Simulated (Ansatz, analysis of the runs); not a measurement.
# Transmission past a defect: Ir wire along [110], 4 atoms a period, divacancy of Ir and Ir, part 4 of 4

Wanted: the relaxed defect and the transmission past it, beside the channels of the perfect wire.

Ansatz 0.2.0; DFT PBE, plane waves, PAW; relaxation of a wire's period (the session's first sound run).

So far, conductance of the lead as this run defines it (G₀): step 3 (bands of the perfect wire) 5.18. Also conductance of the junction (G₀): step 5 (the open system) 1.88.

## (6) Landauer integrals (continued)

The two levels move by half the bias each and T(E) is held rigid. Table of current from the zero-bias T(E) by bias:

| bias (V) | current from the zero-bias T(E) (μA) |
| --- | --- |
| 0.000 | 0 |
| 0.100 | 14.9 |
| 0.200 | 29.8 |
| 0.300 | 45.2 |
| 0.400 | 62.1 |
| 0.500 | 81.0 |
| 0.600 | 101 |
| 0.700 | 121 |
| 0.800 | 141 |
| 0.900 | 161 |
| 1.000 | 182 |
| 1.100 | 203 |
| 1.200 | 224 |
| 1.300 | 244 |
| 1.400 | 264 |
| 1.500 | 285 |
| 1.600 | 306 |
| 1.700 | 328 |
| 1.800 | 349 |
| 1.900 | 370 |

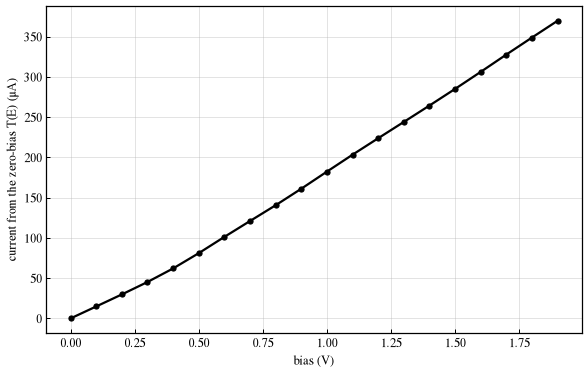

Current from the zero-bias T(E) against bias.

By hand, Mott's formula: S = −(π²k²T/3e) d ln T/dE, and π²k²T/3e = 7.33 μV/K × eV at 300 K. The computed T is 1.94 at -0.070 eV and 1.91 at +0.070 eV, so d ln T/dE ≈ -0.0853 per eV and S ≈ 0.625 μV/K, against -0.121 from the integrals.

The thermopower is -0.121 μV/K. The Lorenz ratio is 1.01, where the Wiedemann-Franz law gives 1. Moving the level by up to 0.1 eV either way gives -17 to -0.12 μV/K.

## (7) The same system on other settings

This step: DFT PBE, plane waves, PAW; channels and complex bands of a perfect wire; changed: scf.occupations.width = null, scf.occupations.method = "tetrahedron_uncorrected" (Ansatz 0.2.0).

System of this step: Ir wire along [110], 4 atoms a period. The cell holds 4 atoms: 4 Ir. Cell: a = 10.670 Å, b = 9.537 Å, c = 2.581 Å, α = 90.0°, β = 90.0°, γ = 90.0°. Vacuum lies along a and b. The structure's axis is c.

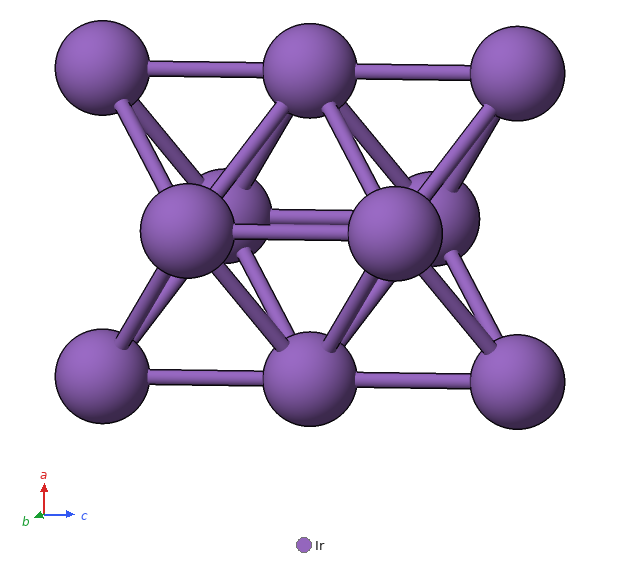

The cell of this step (iridium purple). 1×1×2 cells are drawn. Some periodic images of atoms are drawn too.

The atoms of the run on the perfect lead are kept and the input is varied, to see whether the result depends on it.

Input file input.yaml:

```yaml
crystal:
  lattice:
    - [10.67, 0.0, 0.0]
    - [0.0, 9.537, 0.0]
    - [0.0, 0.0, 2.5810678653]
  atoms:
    - { symbol: Ir, position: [0.322746706, 0.499973956, 0.0] }
    - { symbol: Ir, position: [0.677253294, 0.499973956, 0.0] }
    - { symbol: Ir, position: [0.5, 0.369503339, 0.5] }
    - { symbol: Ir, position: [0.5, 0.630444573, 0.5] }
kpoints:
  mp_grid: { grid: [1, 1, 31] }
scf:
  occupations: { method: tetrahedron_uncorrected }
hamiltonian:
  xc: pbe
output:
  transmission:
    e_range: [-1.26, 1.26]
    de: 0.035
    kmesh: [1, 1]
    reduced_basis: true
    leads: [[0, 0]]
basis:
  ecutwfc: "350 eV"
```

The run is started by

```sh
> ansatz run input.yaml --threads 4 --pin off --max-ram 16384MiB --backend cpu --events-out ev --progress --plain --runs-dir out
```

Numbers of over 12 decimals in the logs are rounded to 6 here.

What it wrote:

```text
[...]
Crystal: 4 atoms, lattice volume = 262.649 Å³
Basis set: ecut = 350 eV, 3871 PW (Γ)
Bands: 41, of which v1, the nominal top of the filled ones, is band 34 counted from 1 (33 counted from 0)
Symmetry: 8 space group operations
[...]
k-points: 16 of 31
[...]
SCF iter   1: F=—  HF=-47733.650776 eV  |F-HF|=—  |Δ(HF+E_count)|=         —  Δρ=1.23e-2  dr2=1.24e0  ethr=1.77e-3  ⟨swp⟩=8.6  Hψ=2954  notcnv=0
[...]
SCF iter  10: F=-47733.522695 eV  HF=-47733.522695 eV  |F-HF|=2.69e-9  |Δ(HF+E_count)|=   2.20e-8  Δρ=1.90e-6  dr2=4.50e-9  ethr=1.47e-10  ⟨swp⟩=2.0  Hψ=1227  notcnv=0
SCF 1 converged in 10 iterations: F = -47733.522695 eV  dr2 = 4.50e-9
[...]
transmission: 3 of 18 steps passed
transmission: 6 of 18 steps passed
[...]
transmission: 18 of 18 steps passed
SCF converged after 10 iterations
Free energy (F): -47733.522695 eV
[...]
Internal energy: -47733.522695 eV  (E = F + TS)
E sigma→0 (E₀):  -47733.522695 eV
Fermi energy:    1.555521 eV
[...]
--- Band table (eV; the first three rows and the last of 16) ---
  k-point 0: bands = [... 30 lower, 0.4234, 0.8031, 0.8218, 1.0701, 1.1445, 2.1849, 2.3038, 2.3074, ... 3 higher]
  k-point 1: bands = [... 30 lower, 0.4885, 0.6421, 0.8610, 1.0644, 1.3044, 1.9824, 2.1556, 2.5374, ... 3 higher]
  k-point 2: bands = [... 30 lower, 0.3802, 0.5928, 0.9675, 1.0523, 1.5560, 1.6533, 2.0764, 2.1766, ... 3 higher]
  k-point 15: bands = [... 30 lower, 0.7280, 0.9636, 1.7451, 1.8238, 2.4809, 2.5748, 4.7937, 5.0147, ... 3 higher]
--- Transmission ---
  basis      : 745 plane waves across, 3 finite elements along
  points     : 1, standing for a mesh of 1 x 1
[...]
crystal 0  : Ir4, at the sites [0, 0], period 2.5811 Å: whole cells are its period
[...]
filled         : 14.8 meV under the level at which it is neutral
    channels       : 5.000000e0 a spin
[...]
```

It took 80 s on 4 threads of Arm Neoverse V1, shared host; peak memory 1.2 GiB.

This step gave:

- conductance of the lead as this run defines it: 5.420 G₀

The open channels of the lead, one spin by energy, zero at the Fermi level:

| energy (eV) | open channels of the lead, one spin |
| --- | --- |
| -1.2600 | 6 |
| -1.0150 | 7 |
| -0.7350 | 3 |
| -0.4900 | 5 |
| -0.2450 | 5 |
| 0.0000 | 5 |
| 0.2450 | 8 |
| 0.4900 | 9 |
| 0.7350 | 8 |
| 1.0150 | 7 |
| 1.2600 | 5 |

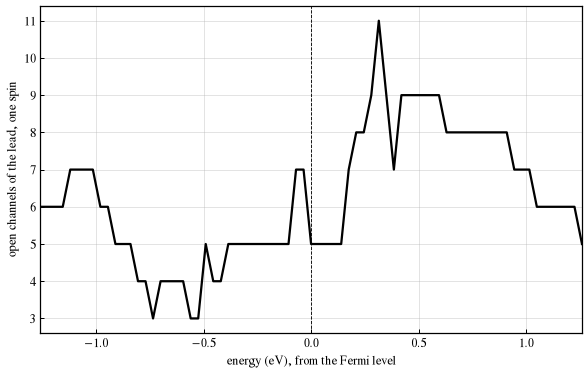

Open channels of the lead, one spin, plotted against energy.

It took 80 s against 86 s for the run it varies, and the conductance is 5.42 G₀ against 5.18 G₀.

The two runs compared:

| quantity | this run | the run it varies | difference |
| --- | --- | --- | --- |
| conductance of the lead as this run defines it (G₀) | 5.4198 | 5.1845 | 0.235 |

## (8) Summary of results

```json
{
  "conductance of the perfect wire": "5.18 G₀",
  "conductance, divacancy of Ir and Ir": "1.88 G₀",
  "thermopower, divacancy of Ir and Ir": "-0.121 μV/K"
}
```

What this shows: Summed over the computed window, 42 % of the lead's open channels pass the defect; the conductance at 300 K is 1.88 G₀. With divacancy of Ir and Ir, 37 % of the conductance of that run's own lead (5.11 G₀) is left. A plain interpolation of the computed T(E) gives 1.92 G₀ for that run; the program's 1.88 G₀ comes from its own average, which also places band edges between the computed energies. Transport is coherent and elastic here: the atoms are frozen, so scattering by vibrations plays no part. In the perfect wire the moments were started parallel, and no opposed start was run. Spin-orbit coupling is left out, which matters for the bands of heavy atoms. A junction with open d shells ran without spin, and none was tried there; atoms at the junction may want a moment. A cutoff under the files' recommended one was taken to save time; its effect on T(E) was not tested here.

[Logs are printed without paths, hosts, clocks, repeated set-up lines and the standing remarks that a program may print on its own settings, such as how far it seeks lower states.]

[Hosts, paths, dates, database ids (printed as entryN), source tags and the programs' standing remarks are cut or masked in the printed files.]
